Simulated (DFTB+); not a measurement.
Single-point calculation, with input and output: SiH3SBrO2

SiH3SBrO2, SMILES O[Si](O)(S)Br, computed with GFN2-xTB, R-SCC, dispersion built in (DFTB+ 25.1).

The geometry: force field.

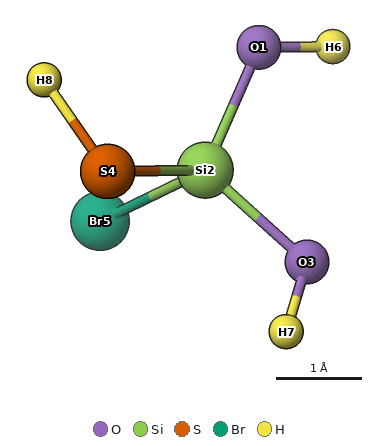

Figure 1. The input geometry (ball-and-stick view, seen at a tilt; atoms are numbered from 1 in the order of the input). Bond lengths as drawn: Br–Si 2.21 Å, H–O 1.03 to 1.04 Å, H–S 1.37 Å, O–Si 1.59 to 1.63 Å and S–Si 2.12 Å.

**Summary**

- outcome: converged
- Mermin free energy: −18.869638 hartree
- basis functions: 38
- HOMO: −10.87 eV
- LUMO: −5.88 eV
- dipole moment: 3.98 D
- hardware: 1 thread of Intel Xeon @ 2.90GHz (Ice Lake), 32 GiB of memory available, shared host
- peak memory: 0.072 GiB

Settings chosen away from the usual ones: mixer.

**Input (dftb_in.hsd)**
```
Geometry = GenFormat {
  8 C
  O Si S Br H
     1  1     -1.416800      0.475200      0.485400
     2  2     -0.015400      0.084800     -0.163300
     3  1      1.085200      1.216800      0.226700
     4  3      0.665700     -1.752300      0.659100
     5  4     -0.162100     -0.051300     -2.361300
     6  5     -1.624300      1.491800      0.484700
     7  5      2.054600      0.882200      0.265600
     8  5     -0.494700     -2.404300      0.347300
}
Hamiltonian = xTB {
  Method = "GFN2-xTB"
  MaxSCCIterations = 100
  Mixer = DIIS {}
}
Options {
  WriteResultsTag = Yes
}
ParserOptions {
  ParserVersion = 14
}
```

Launch command:
```bash
dftb+ > dftb.out
```

**The program's output**
```
|  DFTB+ development version (commit: a23bfb2)

Reading input file 'dftb_in.hsd'
Parser version: 14

--------------------------------------------------------------------------------

Processed input in HSD format written to 'dftb_pin.hsd'

Starting initialization...
--------------------------------------------------------------------------------
OpenMP threads:              1
Chosen random seed:          1865726847
Current stacksize:           unlimited
Mode:                        Static calculation
Self consistent charges:     Yes
SCC-tolerance:                 0.100000E-04
Max. scc iterations:                    100
Shell resolved Hubbard:      Yes
Spin polarisation:           No
Nr. of up electrons:            16.000000
Nr. of down electrons:          16.000000
Periodic boundaries:         No
Electronic solver:           Relatively robust
Mixer:                       DIIS mixer
Mixing parameter:                  0.200000
Nr. of chrg. vectors to mix:              6
Max. SCC-cycles:                        100
tblite library version:      0.3.0
-> parametrization:          GFN2-xTB
-> repulsion:                Yes
-> dispersion:               Yes
-> halogen bonding:          No
-> electrostatics:           Yes
   -> isotropic:             Yes
   -> anisotropic:           Yes
   -> third-order:           Yes
Electronic temperature:              0.950045E-03 H      0.258520E-01 eV
Initial charges:             Set automatically (system chrg:   0.000E+00)
Included shells:             O:  s, p
                            Si:  s, p, d
                             S:  s, p, d
                            Br:  s, p, d
                             H:  s
Extra options:
                             Mulliken analysis

--------------------------------------------------------------------------------

***  Geometry step: 0

 iSCC Total electronic   Diff electronic      SCC error
    1   -0.18437731E+02    0.00000000E+00    0.17455159E+01
    2   -0.71988942E+01   -0.18437731E+02    0.68342124E+01
    3   -0.14872882E+02    0.11238836E+02    0.31769705E+01
    4   -0.15750226E+02   -0.76739873E+01    0.23496856E+01
    5   -0.16374221E+02   -0.87734462E+00    0.23776668E+01
    6   -0.18047378E+02   -0.62399446E+00    0.12944352E+01
    7   -0.18552033E+02   -0.16731569E+01    0.11396830E+01
    8   -0.18428635E+02   -0.50465515E+00    0.13075118E+01
    9   -0.18599095E+02    0.12339785E+00    0.11372037E+01
   10   -0.18586533E+02   -0.17046046E+00    0.10014675E+01
   11   -0.18930930E+02    0.12562568E-01    0.14288771E+00
   12   -0.18932779E+02   -0.34439677E+00    0.12025334E+00
   13   -0.18934011E+02   -0.18494255E-02    0.81607881E-01
   14   -0.18934847E+02   -0.12319203E-02    0.50924372E-01
   15   -0.18935601E+02   -0.83565795E-03    0.83176132E-02
   16   -0.18935652E+02   -0.75444750E-03    0.71709764E-02
   17   -0.18935686E+02   -0.51211557E-04    0.18672432E-02
   18   -0.18935661E+02   -0.33528580E-04    0.62469926E-03
   19   -0.18935678E+02    0.24388435E-04    0.43166289E-03
   20   -0.18935674E+02   -0.16428093E-04    0.97216540E-04
   21   -0.18935673E+02    0.36777046E-05    0.70916186E-04
   22   -0.18935674E+02    0.96618049E-06    0.28825424E-04
   23   -0.18935675E+02   -0.97187088E-06    0.48827535E-05

Total Energy:                      -18.8696375909 H         -513.4690 eV
Extrapolated to 0K:                -18.8696375909 H         -513.4690 eV
Total Mermin free energy:          -18.8696375909 H         -513.4690 eV
Force related energy:              -18.8696375909 H         -513.4690 eV

--------------------------------------------------------------------------------
--------------------------------------------------------------------------------
SCC                                    +       0.02 ( 89.6%)       0.02 ( 89.5%)
--------------------------------------------------------------------------------
Missing                                +       0.00 ( 10.4%)       0.00 ( 10.5%)
Total                                  =       0.02 (100.0%)       0.02 (100.0%)
--------------------------------------------------------------------------------
```

**File detailed.out**
```
Fermi distribution function

Calculation with static geometry

********************************************************************************
 iSCC Total electronic   Diff electronic      SCC error
   23   -0.18935675E+02   -0.97187088E-06    0.48827535E-05
********************************************************************************

 Total charge:    -0.00000000

 Atomic gross charges (e)
 Atom           Charge
    1      -0.44070539
    2       0.64341182
    3      -0.47061511
    4      -0.34928853
    5      -0.18276493
    6       0.32791551
    7       0.32253296
    8       0.14951367

Nr. of electrons (up):     32.00000000
Atom populations (up)
 Atom       Population
    1       6.44070539
    2       3.35658818
    3       6.47061511
    4       6.34928853
    5       7.18276493
    6       0.67208449
    7       0.67746704
    8       0.85048633

l-shell populations (up)
 Atom Sh.   l       Population
    1   1   0       1.69362297
    1   2   1       4.74708242
    2   1   0       1.22182514
    2   2   1       1.54078653
    2   3   2       0.59397652
    3   1   0       1.70770512
    3   2   1       4.76290999
    4   1   0       1.97300610
    4   2   1       4.37345607
    4   3   2       0.00282635
    5   1   0       1.93678173
    5   2   1       5.24494994
    5   3   2       0.00103326
    6   1   0       0.67208449
    7   1   0       0.67746704
    8   1   0       0.85048633

Orbital populations (up)
 Atom Sh.   l   m       Population  Label
    1   1   0   0       1.69362297  s
    1   2   1  -1       1.38220409  p_y
    1   2   1   0       1.76639799  p_z
    1   2   1   1       1.59848035  p_x
    2   1   0   0       1.22182514  s
    2   2   1  -1       0.52609057  p_y
    2   2   1   0       0.51325638  p_z
    2   2   1   1       0.50143957  p_x
    2   3   2  -2       0.11827026  d_xy
    2   3   2  -1       0.17613853  d_yz
    2   3   2   0       0.13856273  d_z2
    2   3   2   1       0.08980448  d_xz
    2   3   2   2       0.07120052  d_x2-y2
    3   1   0   0       1.70770512  s
    3   2   1  -1       1.64071813  p_y
    3   2   1   0       1.81178801  p_z
    3   2   1   1       1.31040385  p_x
    4   1   0   0       1.97300610  s
    4   2   1  -1       1.28885909  p_y
    4   2   1   0       1.76561418  p_z
    4   2   1   1       1.31898281  p_x
    4   3   2  -2      -0.00026140  d_xy
    4   3   2  -1       0.00057455  d_yz
    4   3   2   0       0.00006435  d_z2
    4   3   2   1       0.00020599  d_xz
    4   3   2   2       0.00224286  d_x2-y2
    5   1   0   0       1.93678173  s
    5   2   1  -1       1.89159621  p_y
    5   2   1   0       1.45773061  p_z
    5   2   1   1       1.89562313  p_x
    5   3   2  -2       0.00158190  d_xy
    5   3   2  -1       0.00010887  d_yz
    5   3   2   0      -0.00029707  d_z2
    5   3   2   1      -0.00011557  d_xz
    5   3   2   2      -0.00024487  d_x2-y2
    6   1   0   0       0.67208449  s
    7   1   0   0       0.67746704  s
    8   1   0   0       0.85048633  s

Fermi level:                        -0.3077872392 H           -8.3753 eV
Band energy:                       -18.4742249670 H         -502.7092 eV
TS:                                  0.0000000000 H            0.0000 eV
Band free energy (E-TS):           -18.4742249670 H         -502.7092 eV
Extrapolated E(0K):                -18.4742249670 H         -502.7092 eV
Input / Output electrons (q):     32.0000000000     32.0000000000

Energy H0:                         -18.9944906141 H         -516.8664 eV
Energy SCC:                          0.0588158217 H            1.6005 eV
Total Electronic energy:           -18.9356747924 H         -515.2659 eV
Repulsive energy:                    0.0726828682 H            1.9778 eV
Total energy:                      -18.8696375909 H         -513.4690 eV
Extrapolated to 0:                 -18.8696375909 H         -513.4690 eV
Total Mermin free energy:          -18.8696375909 H         -513.4690 eV
Force related energy:              -18.8696375909 H         -513.4690 eV

Non-constrained calculation

SCC converged

Dipole moment:   -0.08307850    0.71825996    1.38958168 au
Dipole moment:   -0.21116449    1.82563486    3.53196461 Debye
```

**File band.out**
```
 KPT            1  SPIN            1  KWEIGHT    1.0000000000000000
     1    -23.5866  2.00000
     2    -21.8956  2.00000
     3    -19.7030  2.00000
     4    -19.5600  2.00000
     5    -17.7754  2.00000
     6    -16.6792  2.00000
     7    -15.5796  2.00000
     8    -14.6616  2.00000
     9    -14.5273  2.00000
    10    -13.8451  2.00000
    11    -13.6482  2.00000
    12    -13.2661  2.00000
    13    -12.1434  2.00000
    14    -11.8473  2.00000
    15    -11.7686  2.00000
    16    -10.8673  2.00000
    17     -5.8833  0.00000
    18     -4.4680  0.00000
    19     -4.2690  0.00000
    20     -3.9422  0.00000
    21     -2.9604  0.00000
    22     -0.7635  0.00000
    23     -0.6121  0.00000
    24     -0.5459  0.00000
    25     -0.0809  0.00000
    26      0.1390  0.00000
    27      0.7827  0.00000
    28      0.7971  0.00000
    29      1.2131  0.00000
    30      2.2916  0.00000
    31      2.4061  0.00000
    32      4.0667  0.00000
    33      4.1794  0.00000
    34      9.0663  0.00000
    35     18.0551  0.00000
    36     18.5813  0.00000
    37     22.8647  0.00000
    38     28.4359  0.00000
```

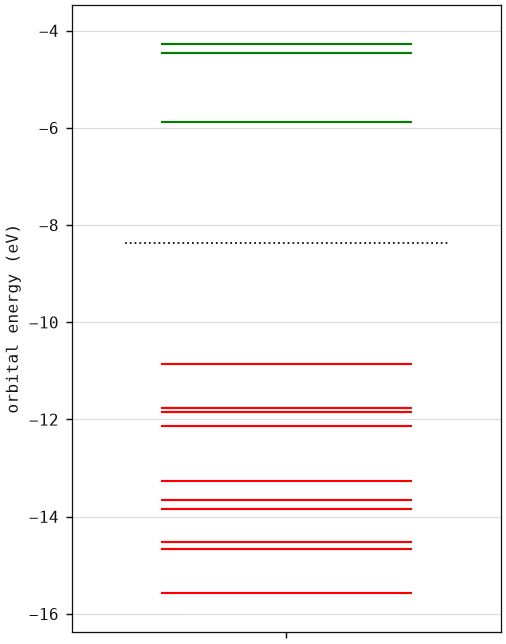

Figure 2. Orbital energies near the frontier; the dotted line parts filled from empty levels, and levels within 0.02 eV of each other stand side by side. Highest filled −10.87 eV, lowest empty −5.88 eV, 4.99 eV apart.
